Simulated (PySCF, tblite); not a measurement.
# C₃H₈BO radical: geometry, infrared bands and EPR parameters

Wanted: the infrared bands and EPR parameters of C₃H₈BO radical (`B[CH]COC`), by calculation.

Computed with tblite 0.8.0 and PySCF 2.14.0, with density-fitted response routines of our own, on a single molecule in the gas phase. Atoms count from 0, in the outputs and in this text.

## 1. Starting geometry

13 atoms, charge 0, multiplicity 2; geometry from: force field or distance geometry start.

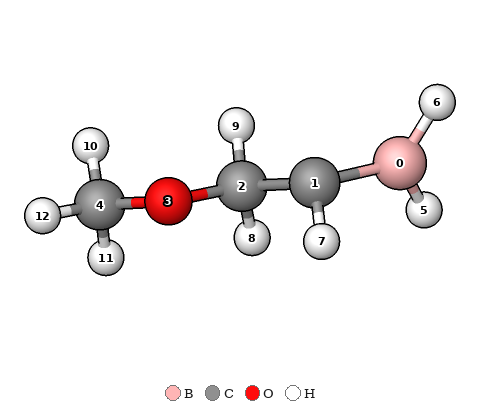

As it starts; boron pink, carbon grey, oxygen red, hydrogen white, atoms numbered.

## 2. Geometry optimisation with GFN2-xTB

The job: settings as JSON, then the geometry in Å.

```
{"job": {"kind": "relax", "xc": "GFN2-xTB", "basis": "xTB"}, "charge": 0, "multiplicity": 2}
B      2.503400     0.463400     0.498000
C      1.340300    -0.598400     0.223800
C     -0.004900     0.060800     0.061200
O     -0.989400    -0.930900    -0.139500
C     -2.253400    -0.338100    -0.294100
H      2.738000     1.285500    -0.317500
H      3.105900     0.438600     1.505500
H      1.605400    -1.192400    -0.665600
H      0.033800     0.738200    -0.826400
H     -0.245100     0.656200     0.978800
H     -2.550100     0.243700     0.598400
H     -2.275200     0.308300    -1.204400
H     -3.012900    -1.134300    -0.436000
```

Launch:

```
OMP_NUM_THREADS=1 python probes_run.py task.json out
```

One launch serves the whole session: the jobs run in the order shown.

Log:

```text
step      E/eV     max force
  0    -426.53125    2.578
  1    -426.66009    1.572
  2    -426.73512    0.681
  3    -426.75603    0.457
  4    -426.78374    0.476
  5    -426.80236    0.575
  6    -426.84892    0.690
  7    -426.88631    0.909
  8    -426.94267    0.765
  9    -427.00629    0.856
 10    -427.05903    0.774
 11    -427.12995    0.847
 12    -427.13026    1.839
 13    -427.23633    0.709
 14    -427.27073    0.612
 15    -427.34381    0.424
 16    -427.36287    0.422
 17    -427.39769    0.382
 18    -427.41554    0.478
 19    -427.43785    0.399
 20    -427.46017    0.411
 21    -427.48259    0.400
 22    -427.50206    0.364
 23    -427.51758    0.293
 24    -427.52812    0.255
 25    -427.53490    0.216
 26    -427.54088    0.242
 27    -427.54511    0.168
 28    -427.54822    0.138
 29    -427.55018    0.087
 30    -427.55167    0.108
 31    -427.55272    0.088
 32    -427.55337    0.057
 33    -427.55371    0.047
 34    -427.55404    0.064
 35    -427.55453    0.087
 36    -427.55519    0.089
 37    -427.55592    0.067
 38    -427.55668    0.071
 39    -427.55755    0.101
 40    -427.55859    0.110
 41    -427.55973    0.089
 42    -427.56087    0.068
 43    -427.56187    0.060
 44    -427.56253    0.066
 45    -427.56278    0.044
 46    -427.56302    0.033
 47    -427.56323    0.028
 48    -427.56343    0.027
 49    -427.56355    0.029
 50    -427.56370    0.027
 51    -427.56380    0.024
 52    -427.56389    0.021
 53    -427.56396    0.021
 54    -427.56402    0.019
 55    -427.56407    0.020
 56    -427.56412    0.021
 57    -427.56418    0.023
 58    -427.56429    0.033
 59    -427.56448    0.046
 60    -427.56474    0.052
 61    -427.56504    0.049
 62    -427.56531    0.040
 63    -427.56546    0.027
 64    -427.56555    0.020
 65    -427.56560    0.017
 66    -427.56563    0.028
 67    -427.56566    0.011
 68    -427.56568    0.010
 69    -427.56572    0.011
 70    -427.56576    0.015
 71    -427.56581    0.020
 72    -427.56588    0.019
 73    -427.56596    0.021
 74    -427.56603    0.022
 75    -427.56608    0.020
 76    -427.56612    0.016
 77    -427.56616    0.020
 78    -427.56620    0.022
 79    -427.56624    0.014
 80    -427.56626    0.012
 81    -427.56627    0.010
 82    -427.56629    0.008
```

Wall time 1.1 s (1 thread of AMD EPYC, shared host).

Relaxation path: (not every step is listed)

| step | energy from step 0 (eV) | largest force (eV/Å) |
| --- | --- | --- |
| 0 | 0.0000 | 2.5779 |
| 1 | -0.1288 | 1.5725 |
| 2 | -0.2039 | 0.6807 |
| 3 | -0.2248 | 0.4569 |
| 4 | -0.2525 | 0.4758 |
| 5 | -0.2711 | 0.5748 |
| 6 | -0.3177 | 0.6903 |
| 7 | -0.3551 | 0.9088 |
| 8 | -0.4114 | 0.7652 |
| 14 | -0.7395 | 0.6123 |
| 20 | -0.9289 | 0.4110 |
| 26 | -1.0096 | 0.2423 |
| 32 | -1.0221 | 0.0570 |
| 38 | -1.0254 | 0.0707 |
| 44 | -1.0313 | 0.0665 |
| 50 | -1.0324 | 0.0272 |
| 56 | -1.0329 | 0.0213 |
| 62 | -1.0341 | 0.0399 |
| 68 | -1.0344 | 0.0105 |
| 74 | -1.0348 | 0.0225 |
| 77 | -1.0349 | 0.0203 |
| 78 | -1.0349 | 0.0218 |
| 79 | -1.0350 | 0.0143 |
| 80 | -1.0350 | 0.0119 |
| 81 | -1.0350 | 0.0099 |
| 82 | -1.0350 | 0.0081 |

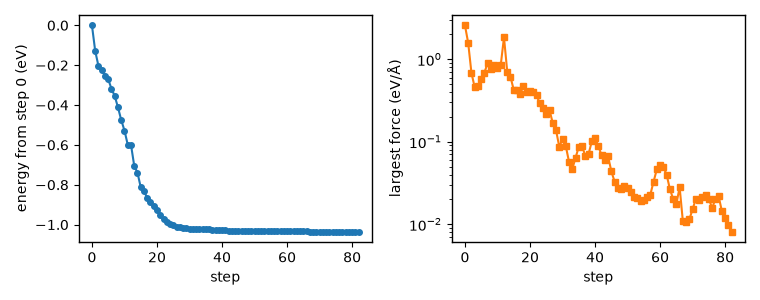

Energy and largest force along the relaxation.

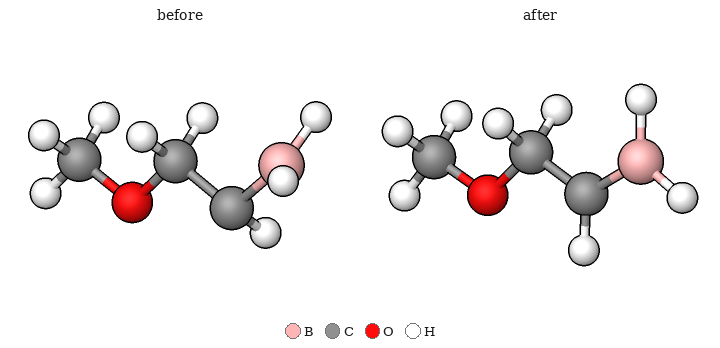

Before and after, at one scale.

Close pairs (by a distance rule), those that changed most:

| bond | before (Å) | after (Å) | change (Å) |
| --- | --- | --- | --- |
| B0–C1 | 1.599 | 1.509 | -0.090 |
| C1–C2 | 1.507 | 1.474 | -0.033 |
| C4–H12 | 1.109 | 1.088 | -0.022 |
| C1–H7 | 1.102 | 1.082 | -0.020 |
| C4–H11 | 1.117 | 1.098 | -0.019 |
| C2–H9 | 1.120 | 1.109 | -0.011 |
| C2–H8 | 1.117 | 1.108 | -0.009 |
| B0–H5 | 1.181 | 1.173 | -0.009 |

The final coordinates are the input of the step that follows.

## 3. Vibrational analysis with GFN2-xTB

The job: settings as JSON, then the geometry in Å.

```
{"job": {"kind": "ir", "xc": "GFN2-xTB", "basis": "xTB"}, "charge": 0, "multiplicity": 2}
B      2.570869     0.466719     0.405522
C      1.344944    -0.392587     0.217944
C     -0.006045     0.152566    -0.005183
O     -0.968864    -0.857542    -0.162366
C     -2.268534    -0.368141    -0.361512
H      2.474542     1.634360     0.350604
H      3.609825    -0.032046     0.603827
H      1.365778    -1.474234     0.233523
H      0.004710     0.812939    -0.895180
H     -0.280880     0.814969     0.840123
H     -2.606852     0.227921     0.495775
H     -2.328893     0.251293    -1.265491
H     -2.914989    -1.235730    -0.475313
```

Log:

```text
mode    cm-1     km/mol
  1      74.1      5.57
  2     104.3      5.97
  3     138.8      1.28
  4     181.6      1.00
  5     220.4      6.99
  6     383.3      2.24
  7     436.5      0.41
  8     551.7     11.92
  9     790.7    109.13
 10     808.0     21.90
 11     882.8     24.71
 12     991.3     49.50
 13    1033.6     29.05
 14    1118.1    122.05
 15    1131.3      1.49
 16    1140.4     13.83
 17    1165.3      9.34
 18    1177.1     21.44
 19    1199.5      4.34
 20    1279.2     21.70
 21    1366.1     48.81
 22    1408.4      4.45
 23    1418.8     34.59
 24    1471.4      7.00
 25    1488.8      4.56
 26    2613.3    142.76
 27    2658.0    171.44
 28    2724.2     26.02
 29    2785.8     31.62
 30    2893.4     59.29
 31    2916.3     62.02
 32    3033.8     16.72
 33    3068.7     25.43
```

It took 0.65 s on 1 thread of AMD EPYC, shared host.

The strongest bands and the atoms that carry them (share of the mass-weighted mode):

| cm⁻¹ | km/mol | atoms |
| --- | --- | --- |
| 791 | 109.1 | H5 34 %, H6 30 %, B0 23 % |
| 991 | 49.5 | C2 31 %, H12 19 %, O3 19 %, C4 16 % |
| 1118 | 122.0 | O3 47 %, C4 25 %, C2 12 % |
| 1366 | 48.8 | C1 41 %, C2 18 %, B0 13 %, H7 11 % |
| 2613 | 142.8 | H5 83 %, H6 12 % |
| 2658 | 171.4 | H6 80 %, B0 10 % |
| 2893 | 59.3 | H10 47 %, H11 44 % |
| 2916 | 62.0 | H11 50 %, H10 46 % |

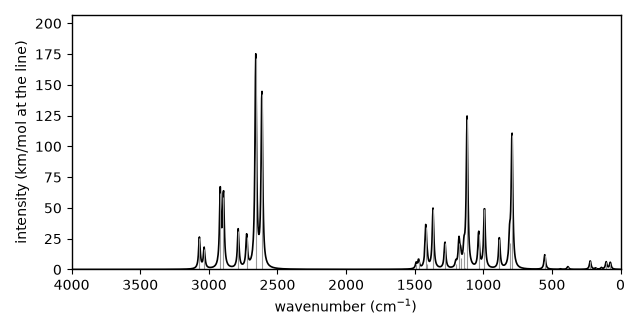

The infrared spectrum from these modes, unscaled. Lines are broadened to a width of 14 cm⁻¹ (Lorentzian).

## 4. EPR parameters: B3LYP/pcH-1

The job, as its differences from that of step 3:

```diff
@@ -1,2 +1,2 @@
-{"job": {"kind": "ir", "xc": "GFN2-xTB", "basis": "xTB"}, "charge": 0, "multiplicity": 2}
+{"job": {"kind": "epr", "basis": "pcH-1"}, "charge": 0, "multiplicity": 2}
 B      2.570869     0.466719     0.405522
```

Level: UKS B3LYP, pcH-1 on B C H O, non-relativistic, mean-field spin-orbit, GIAO.

Log:

```text
UKS, coarse grid
  cycle   1  E = -219.07222581  |g| = 4.20e-01
  cycle   2  E = -218.99496840  |g| = 6.43e-01
  cycle   3  E = -219.14156460  |g| = 7.48e-02
  cycle   4  E = -219.14388529  |g| = 2.14e-02
  cycle   5  E = -219.14416073  |g| = 6.77e-03
  cycle   6  E = -219.14418567  |g| = 2.56e-03
  cycle   7  E = -219.14419037  |g| = 5.90e-04
UKS, final grid
  cycle   1  E = -219.14423661  |g| = 4.33e-04
  cycle   2  E = -219.14423664  |g| = 4.54e-04
  cycle   3  E = -219.14423674  |g| = 7.41e-05
  cycle   4  E = -219.14423674  |g| = 4.32e-05
  cycle   5  E = -219.14423675  |g| = 1.89e-05
E = -219.14423675 Eh   <S^2> = 0.7525 (exact 0.7500)
g shifts (ppm)      1          2          3
  rmc          -113       -113       -113
  gc             -1         25         18
  oz_so           2        319        764
  total        -113        230        669
hyperfine (MHz)  atom isotope    a_iso     a_fc   dipolar eigenvalues
    0   11B      -6.83      -6.83    -15.08     -8.26     23.34
    1   13C      44.86      44.86    -59.02    -58.61    117.63
    2   13C     -28.60     -28.60     -3.98      0.10      3.88
    3   17O       1.86       1.86     -0.61     -0.36      0.97
    4   13C      -1.18      -1.18     -0.36     -0.10      0.46
    5    1H     -12.72     -12.72     -8.34     -2.76     11.10
    6    1H     -13.45     -13.45     -8.80     -2.54     11.33
    7    1H     -46.03     -46.03    -28.40     -1.59     29.99
    8    1H     124.92     124.92     -5.69     -2.49      8.17
    9    1H     126.56     126.56     -5.78     -2.49      8.27
   10    1H      -0.31      -0.31     -1.20     -1.09      2.29
   11    1H      -0.30      -0.30     -1.19     -1.09      2.28
   12    1H      -0.26      -0.26     -0.80     -0.74      1.54
```

Run time: 59 s. Hardware: 1 thread of AMD EPYC, shared host; peak memory 0.7 GiB.

Principal g values 2.00221, 2.00255, 2.00299; g(iso) = 2.00258, against 2.00232 for a free electron.

Mean a(iso) over the nuclei that a row names, and the largest dipolar term of the row (other rows stand at the frozen geometry):

| nuclei | isotope | a(iso) (MHz) | a(iso) (G, at g = 2.0023) | largest dipolar term (MHz) |
| --- | --- | --- | --- | --- |
| H8, H9 | 1H | 125.7 | 44.9 | 8.3 |
| H7 | 1H | -46.0 | -16.4 | 30.0 |
| C1 | 13C | 44.9 | 16.0 | 117.6 |
| C2 | 13C | -28.6 | -10.2 | -4.0 |
| H5, H6 | 1H | -13.1 | -4.7 | 11.3 |
| B0 | 11B | -6.8 | -2.4 | 23.3 |
| O3 | 17O | 1.9 | 0.7 | 1.0 |
| C4 | 13C | -1.2 | -0.4 | 0.5 |
| H10, H11, H12 | 1H | -0.3 | -0.1 | 2.3 |

Mulliken spin populations:

B0 0.23; C1 0.81; C2 -0.07; O3 0.00; C4 0.00; H5 -0.01; H6 -0.01; H7 -0.03; H8 0.05; H9 0.05; H10 0.00; H11 0.00; H12 0.00

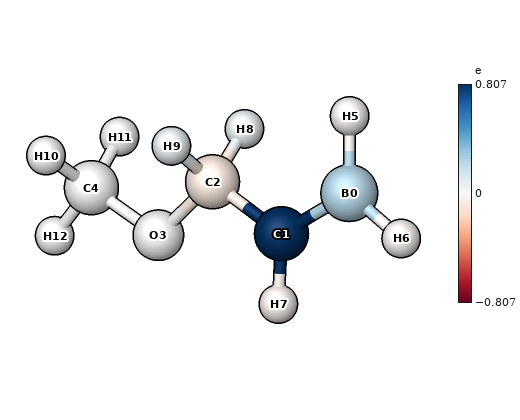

Mulliken spin populations, as colours on the atoms.

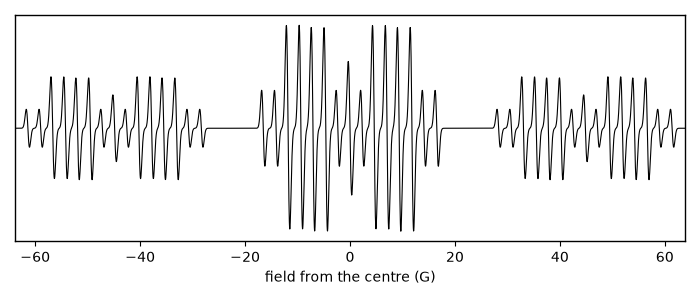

First-order isotropic spectrum (first derivative, main isotopes with spin only, couplings over 0.8 MHz, Gaussian width 0.3 G; couplings of the frozen geometry, rotation of groups not averaged beyond the rows shown).

Orbitals, density, ELF and potential are computed afterwards from the orbital file.

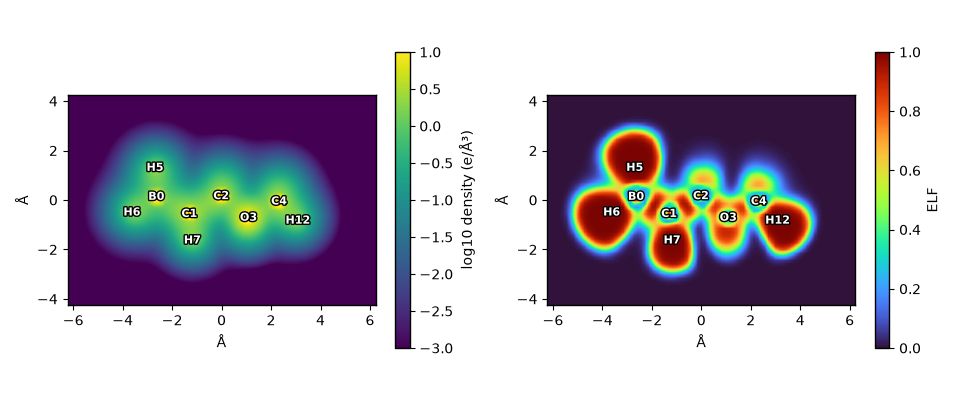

Density (left) and ELF (right) in a plane through or near 9 of the atoms.

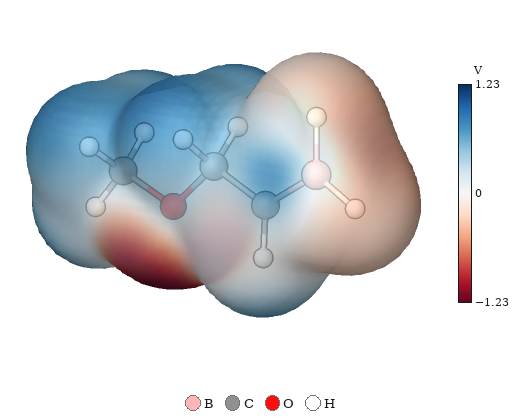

Electrostatic potential on the surface of density 0.002 e/bohr³; red is low, blue high. It runs, from the 1st to the 99th percentile, from -1.23 V near O3 to 0.87 V near H9.

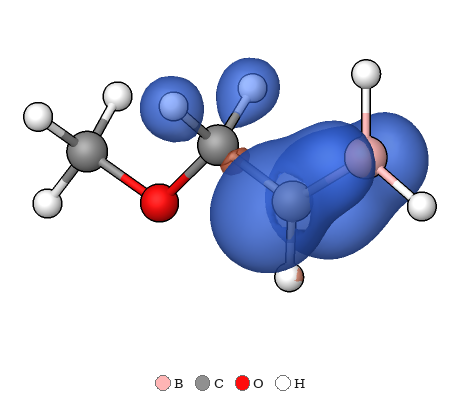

Spin density at ±0.03 e/Å³ (alpha excess blue, beta excess red).

## 5. Results

| quantity | value |
| --- | --- |
| strongest single infrared mode (GFN2-xTB) | 2658 cm⁻¹, 171 km/mol |
| zero-point energy (GFN2-xTB) | 63.8 kcal/mol |
| g(iso) (B3LYP) | 2.00258 |
| ⟨S²⟩ | 0.752 (exact 0.75) |
| largest a(iso) (averaged by class) | 1H on H8, H9, 125.7 MHz |
| surface potential, 1st and 99th percentile | -1.23 V and 0.87 V |

Relaxing lowered the energy by 1.035 eV in 82 steps; the close pair that moved most is B0–C1, from 1.599 to 1.509 Å. No mode is imaginary among the 33: a minimum at this level. The strongest single mode, at 2658 cm⁻¹, moves mainly H6. GFN2-xTB is a fitted tight-binding method: band positions and strengths are rough. Its intensities can rank the bands wrongly. Most of the unpaired spin sits on C1 (0.81 e). The isotropic g lies 0.3 ppt above the free-electron value.
